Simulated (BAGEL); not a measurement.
# C4H6O (Cyclobutanone) at RI-MP2/def2-SVP (density fitting with cc-pvqz-jkfit)

What is the energy change on altering one bond length of C4H6O (Cyclobutanone) at RI-MP2/def2-SVP (density fitting with cc-pvqz-jkfit)? 

Program for the calculation: BAGEL 1.2.2.

2 further runs of the same task are left out: 2 set aside as unsound or not needed.

**1. The molecule**

C4H6O has 11 atoms, charge 0, and is taken as a singlet. As SMILES, `O=C1CCC1`. The shape is that of a PBE0-D4/def2-TZVP optimisation.

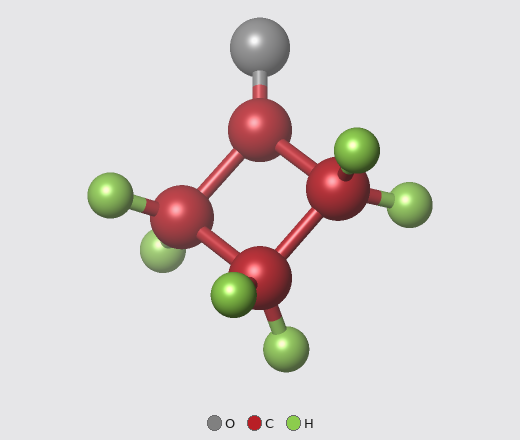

The structure, seen from a chosen angle (oxygen grey, carbon red, hydrogen green).

**2. The energy at RI-MP2/def2-SVP (density fitting with cc-pvqz-jkfit)**

Contents of job.json:

```json
{ "bagel" : [

{
  "title" : "molecule",
  "basis" : "svp",
  "df_basis" : "cc-pvqz-jkfit",
  "angstrom" : true,
  "geometry" : [
    { "atom" : "O", "xyz" : [      -1.126370,       1.741670,      -1.093030 ] },
    { "atom" : "C", "xyz" : [      -0.553260,       0.855870,      -0.537160 ] },
    { "atom" : "C", "xyz" : [       0.070030,       0.708410,       0.847190 ] },
    { "atom" : "C", "xyz" : [       0.474970,      -0.735180,       0.461440 ] },
    { "atom" : "C", "xyz" : [      -0.163630,      -0.563250,      -0.938330 ] },
    { "atom" : "H", "xyz" : [      -0.651360,       0.806310,       1.661710 ] },
    { "atom" : "H", "xyz" : [       0.889750,       1.406740,       1.031170 ] },
    { "atom" : "H", "xyz" : [       1.550220,      -0.907740,       0.443640 ] },
    { "atom" : "H", "xyz" : [       0.009740,      -1.507550,       1.072400 ] },
    { "atom" : "H", "xyz" : [       0.520610,      -0.601920,      -1.789070 ] },
    { "atom" : "H", "xyz" : [      -1.020700,      -1.203350,      -1.159980 ] }
  ]
},

{
  "title" : "hf"
},

{
  "title" : "mp2",
  "ncore" : 5
}

]}
```

Run with:

```sh
$ BAGEL_NUM_THREADS=1 BAGEL job.json > job.out
```

The log of the run:

```text
* using 1 threads per process

  ===============================================================
  ===============================================================

  *** Geometry ***

  { "atom" : "O", "xyz" : [     -2.128531,      3.291279,     -2.065527 ] },
  { "atom" : "C", "xyz" : [     -1.045510,      1.617360,     -1.015085 ] },
  { "atom" : "C", "xyz" : [      0.132338,      1.338701,      1.600957 ] },
  { "atom" : "C", "xyz" : [      0.897563,     -1.389289,      0.871995 ] },
  { "atom" : "C", "xyz" : [     -0.309216,     -1.064388,     -1.773187 ] },
  { "atom" : "H", "xyz" : [     -1.230892,      1.523705,      3.140177 ] },
  { "atom" : "H", "xyz" : [      1.681384,      2.658353,      1.948629 ] },
  { "atom" : "H", "xyz" : [      2.929491,     -1.715380,      0.838358 ] },
  { "atom" : "H", "xyz" : [      0.018406,     -2.848857,      2.026542 ] },
  { "atom" : "H", "xyz" : [      0.983810,     -1.137464,     -3.380852 ] },
  { "atom" : "H", "xyz" : [     -1.928843,     -2.274002,     -2.192045 ] },

  Number of auxiliary basis functions:      836

  Since a DF basis is specified, we compute 2- and 3-index integrals:
    o Being stored without compression. Storage requirement is 0.067 GB

  Number of basis functions:      100
  Number of electrons      :       38

    * METHOD: MOLECULE                             0.70

  *** RHF ***

  === Nuclear Repulsion ===
   168.1912136488

      * DIIS with orbital gradients will be used.

  === RHF iteration (svp) ===
      0       -229.41110075          0.01535744           0.13
      1       -229.56074458          0.00946560           0.13
      2       -229.61902496          0.00227331           0.13
      3       -229.62308849          0.00099018           0.13
      4       -229.62382808          0.00018774           0.13
      5       -229.62391994          0.00006966           0.13
      6       -229.62393195          0.00002597           0.13
      7       -229.62393306          0.00000725           0.13
      8       -229.62393314          0.00000110           0.13
      9       -229.62393314          0.00000015           0.13
     10       -229.62393314          0.00000009           0.13
     11       -229.62393314          0.00000002           0.13
     12       -229.62393314          0.00000001           0.13
    * SCF iteration converged.

    * Permanent dipole moment:
           (   -0.608492,     0.940544,    -0.590226) a.u.

    * METHOD: HF                                   1.96

  *** RHF ***

  === Nuclear Repulsion ===
   168.1912136488

      * DIIS with orbital gradients will be used.

  === RHF iteration (svp) ===
      0       -229.62393314          0.00000000           0.13
    * SCF iteration converged.

    * Permanent dipole moment:
           (   -0.608493,     0.940545,    -0.590226) a.u.

  === DF-MP2 calculation ===

    * freezing 5 orbitals
    * 3-index integral transformation done
    * assembly done

      MP2 correlation energy:   -0.7203152871      0.11

      MP2 total energy:       -230.3442484284

    * METHOD: MP2                                  0.40

  ===============================================================
```

Run time: 3.3 s. Hardware: 1 thread of Arm Neoverse V2, shared host; peak memory 0.21 GiB.

**3. The distorted shape**

Contents of mp2.json:

```json
{ "bagel": [

{
  "title": "molecule",
  "basis": "svp",
  "df_basis": "cc-pvqz-jkfit",
  "angstrom": true,
  "geometry": [
    { "atom": "O", "xyz": [   -0.568115,    2.668479,   -1.826155 ] },
    { "atom": "C", "xyz": [    0.004995,    1.782679,   -1.270285 ] },
    { "atom": "C", "xyz": [    0.628285,    1.635219,    0.114065 ] },
    { "atom": "C", "xyz": [    1.033225,    0.191629,   -0.271685 ] },
    { "atom": "C", "xyz": [    0.394625,    0.363559,   -1.671455 ] },
    { "atom": "H", "xyz": [   -0.093105,    1.733119,    0.928585 ] },
    { "atom": "H", "xyz": [    1.448005,    2.333549,    0.298045 ] },
    { "atom": "H", "xyz": [    2.108475,    0.019069,   -0.289485 ] },
    { "atom": "H", "xyz": [    0.009740,   -1.507550,    1.072400 ] },
    { "atom": "H", "xyz": [    1.078865,    0.324889,   -2.522195 ] },
    { "atom": "H", "xyz": [   -0.462445,   -0.276541,   -1.893105 ] }
  ]
},
{
  "title": "hf"
},
{
  "title": "mp2",
  "ncore": 5
}

]}
```

Run with:

```sh
$ BAGEL_NUM_THREADS=1 BAGEL mp2.json > mp2.out
```

The log of the run:

```text
* using 1 threads per process

  ===============================================================
  ===============================================================

  *** Geometry ***

  { "atom" : "O", "xyz" : [     -1.073582,      5.042694,     -3.450933 ] },
  { "atom" : "C", "xyz" : [      0.009439,      3.368775,     -2.400491 ] },
  { "atom" : "C", "xyz" : [      1.187287,      3.090116,      0.215552 ] },
  { "atom" : "C", "xyz" : [      1.952512,      0.362126,     -0.513410 ] },
  { "atom" : "C", "xyz" : [      0.745733,      0.687027,     -3.158592 ] },
  { "atom" : "H", "xyz" : [     -0.175943,      3.275120,      1.754771 ] },
  { "atom" : "H", "xyz" : [      2.736333,      4.409769,      0.563223 ] },
  { "atom" : "H", "xyz" : [      3.984440,      0.036035,     -0.547047 ] },
  { "atom" : "H", "xyz" : [      0.018406,     -2.848857,      2.026542 ] },
  { "atom" : "H", "xyz" : [      2.038759,      0.613951,     -4.766258 ] },
  { "atom" : "H", "xyz" : [     -0.873894,     -0.522587,     -3.577450 ] },

  Number of auxiliary basis functions:      836

  Since a DF basis is specified, we compute 2- and 3-index integrals:
    o Being stored without compression. Storage requirement is 0.067 GB

  Number of basis functions:      100
  Number of electrons      :       38

    * METHOD: MOLECULE                             0.70

  *** RHF ***

  === Nuclear Repulsion ===
   164.8198753870

      * DIIS with orbital gradients will be used.

  === RHF iteration (svp) ===
      0       -229.16740538          0.01567930           0.13
      1       -229.33805053          0.01054625           0.13
      2       -229.41348612          0.00198031           0.13
      3       -229.41827500          0.00085447           0.13
      4       -229.41894997          0.00026984           0.13
      5       -229.41906682          0.00013236           0.13
      6       -229.41909063          0.00006296           0.13
      7       -229.41909835          0.00001294           0.13
      8       -229.41909864          0.00000453           0.13
      9       -229.41909866          0.00000255           0.13
     10       -229.41909867          0.00000055           0.13
     11       -229.41909867          0.00000026           0.13
     12       -229.41909867          0.00000010           0.13
     13       -229.41909867          0.00000004           0.13
     14       -229.41909867          0.00000001           0.13
     15       -229.41909867          0.00000001           0.13
    * SCF iteration converged.

    * Permanent dipole moment:
           (   -0.887356,     0.077725,     0.060766) a.u.

    * METHOD: HF                                   2.35

  *** RHF ***

  === Nuclear Repulsion ===
   164.8198753870

      * DIIS with orbital gradients will be used.

  === RHF iteration (svp) ===
      0       -229.41909867          0.00000000           0.13
    * SCF iteration converged.

    * Permanent dipole moment:
           (   -0.887356,     0.077725,     0.060766) a.u.

  === DF-MP2 calculation ===

    * freezing 5 orbitals
    * 3-index integral transformation done
    * assembly done

      MP2 correlation energy:   -0.7425278488      0.11

      MP2 total energy:       -230.1616265190

    * METHOD: MP2                                  0.40

  ===============================================================
```

Run time: 3.9 s. Hardware: 1 thread of Arm Neoverse V2, shared host; peak memory 0.21 GiB.

**4. Outcome**

At RI-MP2/def2-SVP (density fitting with cc-pvqz-jkfit), 5 core orbitals frozen:

```
                                                         quantity          value
                                        first shape: total energy  -230.34425 Eh
         first shape: correlation energy (5 core orbitals frozen)     -720.3 mEh
                                    distorted shape: total energy  -230.16163 Eh
     distorted shape: correlation energy (5 core orbitals frozen)     -742.5 mEh
energy change with the C4–H9 bond stretched from 1.089 to 2.396 Å       4.969 eV
```

What this shows: One bond (distorted shape) is far stretched, which a spin-restricted single reference describes badly; perturbation theory on it can break down and give far too much correlation. With the C4–H9 bond stretched from 1.089 to 2.396 Å the energy rises by 4.97 eV (479 kJ/mol). The first shape isn't relaxed at this level, so the change isn't measured from a minimum. A restricted reference can't describe the breaking bond well at this length.
